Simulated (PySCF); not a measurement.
## C$_{5}$H$_{12}$O$_{2}$SSi: NMR shielding calculation

System: C$_{5}$H$_{12}$O$_{2}$SSi.
Method: GIAO PBE0/pcSseg-1 NMR shielding, non-relativistic, gas phase (PySCF 2.14.0).

The geometry comes from this level: GFN2-xTB. It belongs to a series of runs on one base structure; here: H on C replaced by OiPr. Figures and captions count atoms from 1; the log counts them from 0 in places.

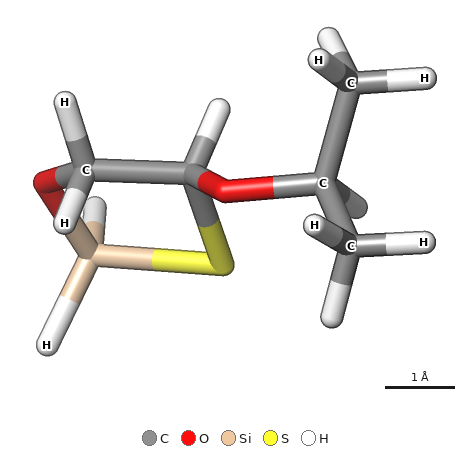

Fig. 1: The structure (stick view, seen at a tilt). Bond lengths as drawn: C–C 1.52 to 1.53 Å, C–H 1.09 to 1.10 Å, C–O 1.37 to 1.43 Å, C–S 1.87 Å, H–Si 1.45 Å, O–Si 1.63 Å and S–Si 2.14 Å.

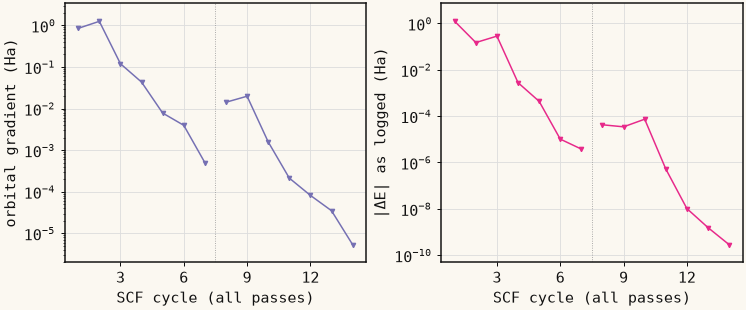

Fig. 2: Convergence of the self-consistent field: orbital gradient and size of the energy change against the SCF cycle. The dotted line marks the change from a coarse to the final integration grid. The first 7 cycles use a coarse grid, the final grid takes over at cycle 8, and the field converges after 14 cycles in all.

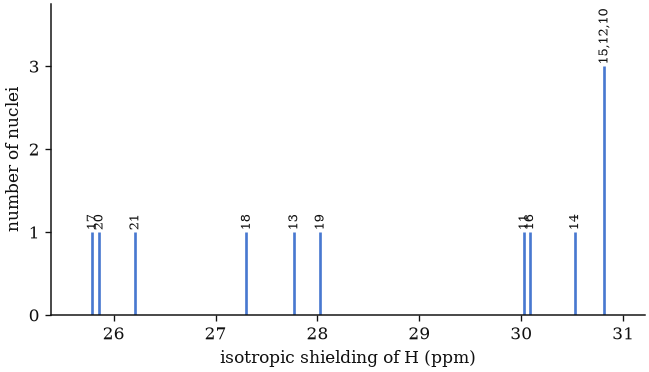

Fig. 3: Isotropic shieldings of the hydrogen nuclei in this fixed geometry, labelled by atom number; shielding grows to the right, so chemical shift grows to the left. The least shielded is H17 (25.8 ppm), the most shielded H10 (30.8 ppm).

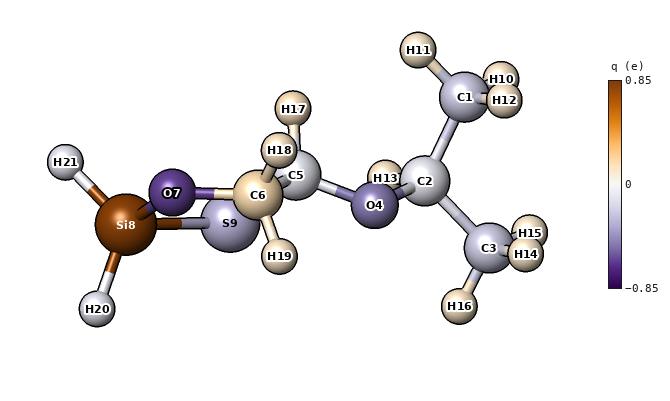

Fig. 4: Mulliken charges, as the colour of each atom (ball-and-stick view, seen at a tilt; atoms are numbered from 1 in the order of the input). By element: C −0.22 to +0.17, O −0.62 to −0.48, Si +0.81, S −0.32 and H −0.10 to +0.15 e.

These pictures come from the run below.

**Input**
```
{"job": {"kind": "nmr", "xc": "PBE0", "basis": "pcSseg-1"}, "charge": 0, "multiplicity": 1}
C     -2.164162     1.280807    -0.303741
C     -1.562881    -0.075855     0.059187
C     -2.452315    -1.222565    -0.404257
O     -0.291089    -0.259922    -0.573809
C      0.789320     0.275745     0.078000
C      1.996812     0.189930    -0.856815
O      3.198347     0.280791    -0.162451
Si     3.297921    -0.410315     1.307881
S      1.202091    -0.646246     1.648660
H     -3.115607     1.408353     0.204547
H     -1.503633     2.091620    -0.005502
H     -2.322467     1.339016    -1.377914
H     -1.416206    -0.140106     1.146472
H     -2.541552    -1.201622    -1.487049
H     -3.438747    -1.132243     0.040897
H     -2.013393    -2.171173    -0.109187
H      0.620053     1.310709     0.405509
H      1.957230     1.008045    -1.581704
H      1.932076    -0.762477    -1.394879
H      3.916217    -1.724502     1.260557
H      3.903064     0.578953     2.177681
```

The first line tells a small driver script what to run in PySCF; the rest is the geometry in Å.

Run as:
```bash
OMP_NUM_THREADS=1 python <driver script> task.json out
```

**What the program printed**
```
coarse grid: 18296 points
cycle   1  E = -1034.9898756573  dE =  1.233e+00  |g| = 8.492e-01  |ddm| = 4.068e+00
cycle   2  E = -1034.8403810572  dE =  1.495e-01  |g| = 1.252e+00  |ddm| = 1.701e+00
cycle   3  E = -1035.1241873081  dE = -2.838e-01  |g| = 1.198e-01  |ddm| = 1.113e+00
cycle   4  E = -1035.1269674254  dE = -2.780e-03  |g| = 4.334e-02  |ddm| = 1.568e-01
cycle   5  E = -1035.1274022544  dE = -4.348e-04  |g| = 7.811e-03  |ddm| = 5.011e-02
cycle   6  E = -1035.1274124554  dE = -1.020e-05  |g| = 3.959e-03  |ddm| = 1.061e-02
cycle   7  E = -1035.1274162381  dE = -3.783e-06  |g| = 5.013e-04  |ddm| = 4.318e-03
final grid: 166592 points
cycle   8  E = -1035.2052557193  dE = -4.229e-05  |g| = 1.420e-02  |ddm| = 3.199e-02
cycle   9  E = -1035.2052211515  dE =  3.457e-05  |g| = 1.981e-02  |ddm| = 2.282e-02
cycle  10  E = -1035.2052948455  dE = -7.369e-05  |g| = 1.582e-03  |ddm| = 1.346e-02
cycle  11  E = -1035.2052953690  dE = -5.235e-07  |g| = 2.130e-04  |ddm| = 1.591e-03
cycle  12  E = -1035.2052953792  dE = -1.023e-08  |g| = 8.185e-05  |ddm| = 3.805e-04
cycle  13  E = -1035.2052953808  dE = -1.547e-09  |g| = 3.501e-05  |ddm| = 1.376e-04
cycle  14  E = -1035.2052953811  dE = -2.847e-10  |g| = 5.354e-06  |ddm| = 3.444e-05
converged SCF energy = -1035.2052953811

GIAO shielding tensors (ppm)
atom      isotropic    diamagn.    paramagn.     s11        s22        s33       span
  0 C      166.227     248.775     -82.548    147.726    163.317    187.639     39.913
  1 C      110.325     243.781    -133.456     81.189     90.786    158.999     77.810
  2 C      161.624     247.739     -86.115    143.563    154.715    186.593     43.029
  3 O      238.633     402.497    -163.864    212.741    241.276    261.882     49.142
  4 C       93.735     249.410    -155.675     36.745    108.680    135.779     99.034
  5 C      113.268     248.936    -135.668     79.938    109.642    150.223     70.285
  6 O      305.706     394.392     -88.686    256.167    272.712    388.240    132.073
  7 Si     341.539     881.014    -539.474    293.511    330.727    400.380    106.869
  8 S      626.883    1061.185    -434.302    408.507    562.072    910.069    501.562
  9 H       30.830      29.700       1.131     26.633     28.070     37.788     11.155
 10 H       30.027      31.888      -1.861     24.758     30.029     35.294     10.536
 11 H       30.808      30.908      -0.100     27.741     28.410     36.272      8.531
 12 H       27.768      33.243      -5.475     23.847     28.803     30.654      6.806
 13 H       30.524      30.567      -0.043     27.473     28.457     35.641      8.168
 14 H       30.798      29.120       1.678     26.510     28.254     37.631     11.121
 15 H       30.082      30.695      -0.613     25.329     29.113     35.805     10.476
 16 H       25.790      34.261      -8.471     20.766     26.046     30.558      9.793
 17 H       27.302      30.821      -3.519     22.499     27.683     31.726      9.227
 18 H       28.026      32.320      -4.294     22.974     28.430     32.674      9.700
 19 H       25.856      28.508      -2.652     22.217     23.005     32.346     10.129
 20 H       26.208      28.705      -2.497     22.472     23.212     32.940     10.468
```

**Key numbers**

| quantity | value |
| --- | --- |
| outcome | converged |
| total energy | −1035.205295 hartree |
| HOMO | −6.89 eV |
| LUMO | −0.04 eV |
| dipole moment | 1.36 D |
| isotropic shielding, C | 93.7 to 166.2 ppm |
| isotropic shielding, O | 238.6 to 305.7 ppm |
| isotropic shielding, Si | 341.5 ppm |
| isotropic shielding, S | 626.9 ppm |
| isotropic shielding, H | 25.8 to 30.8 ppm |
| hardware | 1 CPU thread, shared host |
| wall time | 98 s |
| peak memory | 1.1 GiB |
